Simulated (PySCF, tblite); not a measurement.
# C₄H₃N₂Si radical: geometry, infrared bands and EPR parameters

Aim: predict the infrared bands and EPR parameters of C₄H₃N₂Si radical (`N#CC1=C[C]=N[SiH2]1`).

Programs: tblite 0.8.0 and PySCF 2.14.0, with density-fitted response routines of our own. Each step states its level of theory. These are calculated values for one molecule in the gas phase, unless marked as measured. Atoms are numbered from 0 throughout.

**1. The starting structure**

10 atoms, charge 0, multiplicity 2; geometry from: force field or distance geometry start.

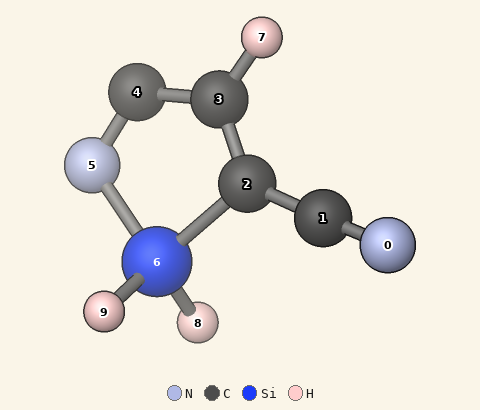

As it starts; nitrogen light blue, carbon dark grey, silicon blue, hydrogen pink, atoms numbered.

**2. Geometry optimisation with GFN2-xTB**

What the job is given:

```
{"job": {"kind": "relax", "xc": "GFN2-xTB", "basis": "xTB"}, "charge": 0, "multiplicity": 2}
N      2.891800     0.976700     0.415900
C      1.832100     0.507800     0.297400
C      0.561500    -0.070900     0.197300
C      0.052100    -1.214100     0.582500
C     -1.307300    -1.448600     0.299800
N     -1.994500    -0.578900    -0.325000
Si    -0.869600     0.786300    -0.636400
H      0.701600    -1.943900     1.130900
H     -1.236400     2.008000     0.069700
H     -0.622600     0.982300    -2.054600
```

Started as:

```sh
OMP_NUM_THREADS=1 python probes_run.py task.json out
```

One launch serves the whole session: the jobs run in the order shown.

Standard output:

```text
step      E/eV     max force
  0    -476.03836    4.406
  1    -476.14290    4.361
  2    -476.22336    3.733
  3    -476.28475    1.671
  4    -476.33586    0.418
  5    -476.35254    0.327
  6    -476.36915    0.406
  7    -476.37263    0.231
  8    -476.37512    0.169
  9    -476.37793    0.170
 10    -476.37995    0.130
 11    -476.38181    0.115
 12    -476.38351    0.112
 13    -476.38482    0.121
 14    -476.38579    0.118
 15    -476.38663    0.108
 16    -476.38723    0.083
 17    -476.38763    0.061
 18    -476.38801    0.061
 19    -476.38844    0.066
 20    -476.38891    0.066
 21    -476.38937    0.075
 22    -476.38983    0.068
 23    -476.39035    0.064
 24    -476.39085    0.067
 25    -476.39117    0.041
 26    -476.39129    0.036
 27    -476.39136    0.027
 28    -476.39142    0.024
 29    -476.39147    0.019
 30    -476.39148    0.009
```

Wall time 0.19 s (1 thread of Intel Xeon Platinum 8488C, shared host).

The steps of the relaxation:

```tsv
step	energy from step 0 (eV)	largest force (eV/Å)
0	0.0000	4.4059
1	-0.1045	4.3610
2	-0.1850	3.7328
3	-0.2464	1.6709
4	-0.2975	0.4183
5	-0.3142	0.3265
6	-0.3308	0.4060
7	-0.3343	0.2314
8	-0.3368	0.1687
9	-0.3396	0.1695
10	-0.3416	0.1297
11	-0.3434	0.1147
12	-0.3451	0.1115
13	-0.3465	0.1213
14	-0.3474	0.1176
15	-0.3483	0.1082
16	-0.3489	0.0830
17	-0.3493	0.0608
18	-0.3496	0.0610
19	-0.3501	0.0665
20	-0.3505	0.0658
21	-0.3510	0.0747
22	-0.3515	0.0684
23	-0.3520	0.0645
24	-0.3525	0.0673
25	-0.3528	0.0407
26	-0.3529	0.0361
27	-0.3530	0.0271
28	-0.3531	0.0241
29	-0.3531	0.0186
30	-0.3531	0.0087
```

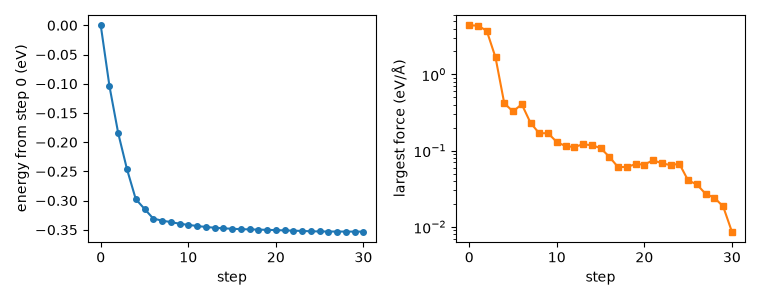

Energy and force, step by step.

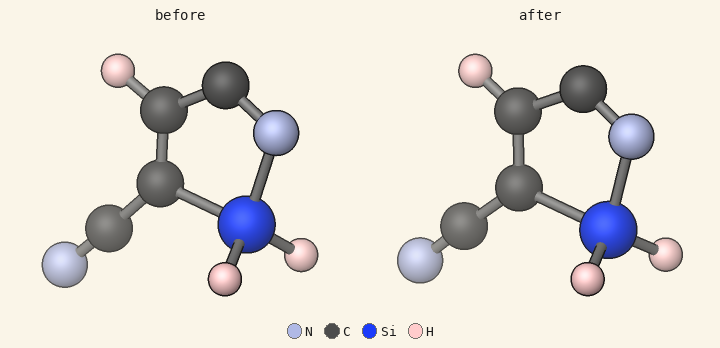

The geometry before (left) and after (right).

Distances of close pairs at the start and the end, largest changes first:

```tsv
bond	before (Å)	after (Å)	change (Å)
C2–Si6	1.865	1.928	+0.063
C2–C3	1.309	1.354	+0.044
C3–H7	1.120	1.078	-0.042
C3–C4	1.408	1.447	+0.038
C4–N5	1.272	1.242	-0.031
N5–Si6	1.796	1.770	-0.026
N0–C1	1.165	1.150	-0.015
C1–C2	1.400	1.392	-0.008
```

The next job starts from the end point, and lists it.

**3. Vibrational analysis with GFN2-xTB**

What the job is given:

```
{"job": {"kind": "ir", "xc": "GFN2-xTB", "basis": "xTB"}, "charge": 0, "multiplicity": 2}
N      2.928323     0.880609     0.456975
C      1.868218     0.448939     0.343085
C      0.568890    -0.021416     0.177506
C      0.125719    -1.222439     0.618164
C     -1.268356    -1.412856     0.282380
N     -1.922235    -0.545086    -0.318434
Si    -0.912715     0.862933    -0.683119
H      0.708579    -1.960736     1.144565
H     -1.367576     2.013931     0.074521
H     -0.719964     0.960774    -2.118170
```

Standard output:

```text
mode    cm-1     km/mol
  1     -84.1      8.62
  2     136.5     10.80
  3     138.3     11.80
  4     249.7      0.38
  5     401.1     11.35
  6     433.1      6.41
  7     461.7      8.42
  8     510.7     23.70
  9     577.7     79.96
 10     581.3     69.76
 11     600.4     10.42
 12     661.9      2.84
 13     719.0    223.07
 14     752.7     58.48
 15     825.2     20.15
 16    1024.8      3.40
 17    1144.6     50.96
 18    1191.1      0.23
 19    1507.0      6.29
 20    1711.6    145.84
 21    2327.5    203.60
 22    2371.5     71.61
 23    2379.6    383.98
 24    3098.2     16.38
```

Wall time 0.28 s (1 thread of Intel Xeon Platinum 8488C, shared host).

Which atoms move in the most intense modes:

```tsv
cm⁻¹	km/mol	atoms
578	80.0	C2 40 %, C1 23 %, H8 14 %
581	69.8	H9 40 %, H8 33 %, Si6 12 %
719	223.1	H9 39 %, H8 38 %
753	58.5	N5 52 %, Si6 19 %, C4 10 %
1712	145.8	C4 56 %, N5 41 %
2328	203.6	C1 60 %, N0 39 %
2372	71.6	H9 50 %, H8 48 %
2380	384.0	H8 49 %, H9 46 %
```

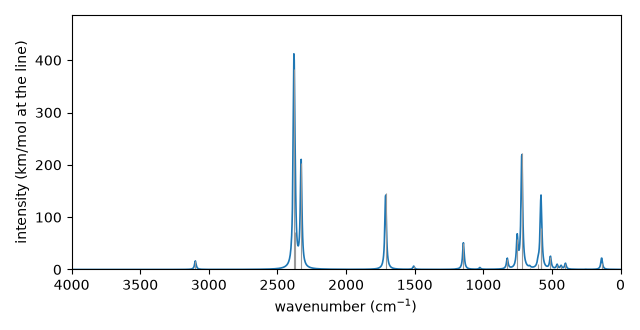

The infrared spectrum from these modes, unscaled. Lines are broadened to a width of 14 cm⁻¹ (Lorentzian).

**4. g tensor and hyperfine couplings: B3LYP/pcH-1**

Same as in step 3 but for these lines:

```diff
@@ -1,2 +1,2 @@
-{"job": {"kind": "ir", "xc": "GFN2-xTB", "basis": "xTB"}, "charge": 0, "multiplicity": 2}
+{"job": {"kind": "epr", "basis": "pcH-1"}, "charge": 0, "multiplicity": 2}
 N      2.928323     0.880609     0.456975
```

Level: UKS B3LYP, pcH-1 on C H N Si, non-relativistic, mean-field spin-orbit, GIAO.

Standard output:

```text
UKS, coarse grid
  cycle   1  E = -553.06876593  |g| = 3.93e-01
  cycle   2  E = -552.80704555  |g| = 8.59e-01
  cycle   3  E = -553.13252440  |g| = 1.25e-01
  cycle   4  E = -553.13974978  |g| = 3.40e-02
  cycle   5  E = -553.14036272  |g| = 1.07e-02
  cycle   6  E = -553.14041859  |g| = 5.39e-03
  cycle   7  E = -553.14043523  |g| = 2.74e-03
  cycle   8  E = -553.14044100  |g| = 7.85e-04
UKS, final grid
  cycle   1  E = -553.14042614  |g| = 1.40e-03
  cycle   2  E = -553.14042236  |g| = 3.33e-03
  cycle   3  E = -553.14042728  |g| = 2.76e-04
  cycle   4  E = -553.14042735  |g| = 1.83e-04
  cycle   5  E = -553.14042741  |g| = 1.99e-04
  cycle   6  E = -553.14042744  |g| = 3.71e-05
  cycle   7  E = -553.14042745  |g| = 2.36e-05
E = -553.14042745 Eh   <S^2> = 0.7538 (exact 0.7500)
g shifts (ppm)      1          2          3
  rmc          -200       -200       -200
  gc              7        -91         37
  oz_so       -2252       -360        -77
  total       -2445       -651       -241
hyperfine (MHz)  atom isotope    a_iso     a_fc   dipolar eigenvalues
    0   14N       0.46       0.45     -1.22     -0.71      1.94
    1   13C       0.54       0.54     -1.64     -0.12      1.76
    2   13C       5.82       5.83     -5.17     -0.86      6.03
    3   13C     147.57     147.58    -11.23    -10.00     21.23
    4   13C     478.05     478.25    -55.63    -48.32    103.95
    5   14N      91.50      91.54    -11.26     -6.03     17.29
    6  29Si    -166.14    -166.36    -30.26     14.98     15.29
    7    1H      -5.33      -5.32     -7.38     -5.41     12.79
    8    1H       2.64       2.64     -2.42     -1.60      4.02
    9    1H       1.49       1.49     -2.43     -1.63      4.06
```

It took 49 s on 1 thread of Intel Xeon Platinum 8488C, shared host; peak memory 0.75 GiB.

Principal g values 1.99987, 2.00167, 2.00208; g(iso) = 2.00121, against 2.00232 for a free electron.

Mean a(iso) over the nuclei that a row names, and the largest dipolar term of the row (other rows stand at the frozen geometry):

```tsv
nuclei	isotope	a(iso) (MHz)	a(iso) (G, at g = 2.0023)	largest dipolar term (MHz)
C4	13C	478.1	170.6	104.0
Si6	29Si	-166.1	-59.3	-30.3
C3	13C	147.6	52.7	21.2
N5	14N	91.5	32.6	17.3
C2	13C	5.8	2.1	6.0
H7	1H	-5.3	-1.9	12.8
H8, H9	1H	2.1	0.7	4.1
C1	13C	0.5	0.2	1.8
N0	14N	0.5	0.2	1.9
```

Mulliken spin populations:

```tsv
atom	value (e)
N0	0.02
C1	-0.01
C2	0.01
C3	0.04
C4	0.71
N5	0.13
Si6	0.10
H7	0.00
H8	0.00
H9	0.00
```

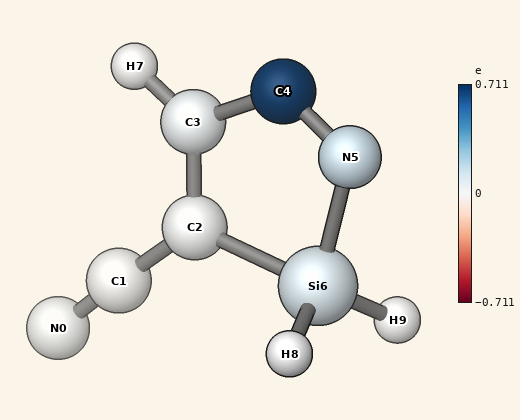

Mulliken spin populations, as colours on the atoms.

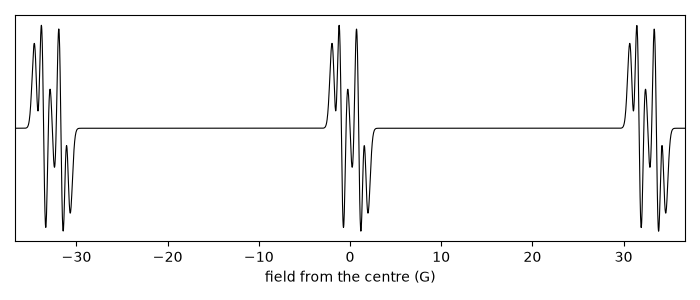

First-order isotropic spectrum (first derivative, main isotopes with spin only, couplings over 0.8 MHz, Gaussian width 0.3 G; couplings of the frozen geometry, rotation of groups not averaged beyond the rows shown).

The fields below are evaluated on a grid from the run's orbitals.

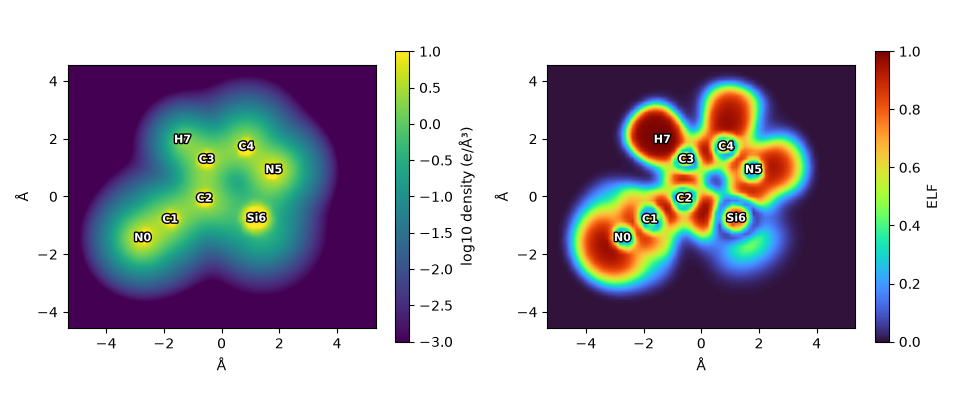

Density (left) and ELF (right) in a plane through or near 8 of the atoms.

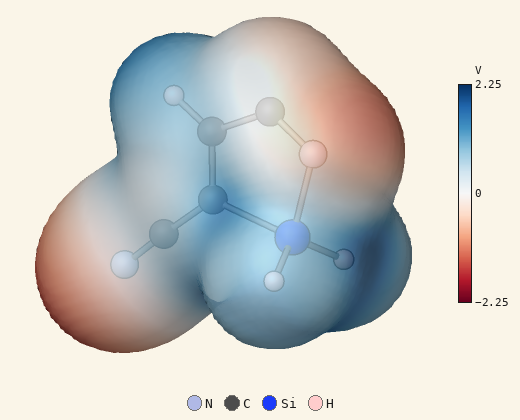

The potential that a unit positive charge feels on the 0.002 e/bohr³ surface, from -1.60 V near N0 to 2.25 V near Si6.

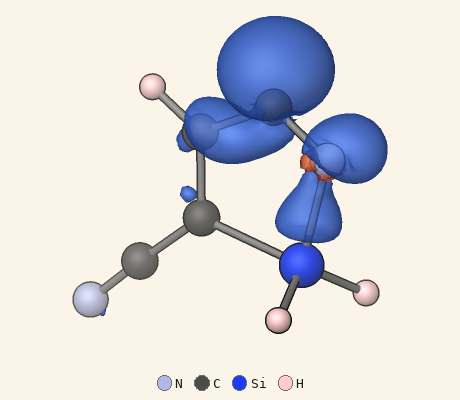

Spin density at ±0.04 e/Å³ (alpha excess blue, beta excess red).

**5. Summary of results**

| quantity | value |
| --- | --- |
| strongest single infrared mode (GFN2-xTB) | 2380 cm⁻¹, 384 km/mol |
| zero-point energy (GFN2-xTB) | 34.0 kcal/mol |
| g(iso) (B3LYP) | 2.00121 |
| ⟨S²⟩ | 0.754 (exact 0.75) |
| largest a(iso) (averaged by class) | 13C on C4, 478.1 MHz |
| potential on the surface of density 0.002 e/bohr³, 1st and 99th percentile | -1.60 V and 2.25 V |

The optimisation took 30 steps and gained 0.353 eV; among the close pairs (by a distance rule), C2–Si6 changed most, from 1.865 to 1.928 Å. The lowest mode is imaginary (84i cm⁻¹), so the xTB geometry is not a minimum: the zero-point energy counts the real modes alone, and all values at this geometry belong to a saddle point. The strongest single mode, at 2380 cm⁻¹, moves mainly H8 and H9. GFN2-xTB is a fitted tight-binding method: band positions and strengths are rough. Its intensities can rank the bands wrongly. Most of the unpaired spin sits on C4 (0.71 e). The isotropic g lies 1.1 ppt below the free-electron value. The conformer search found further structures of the same energy, which may be mirror or relabelled copies of this one.
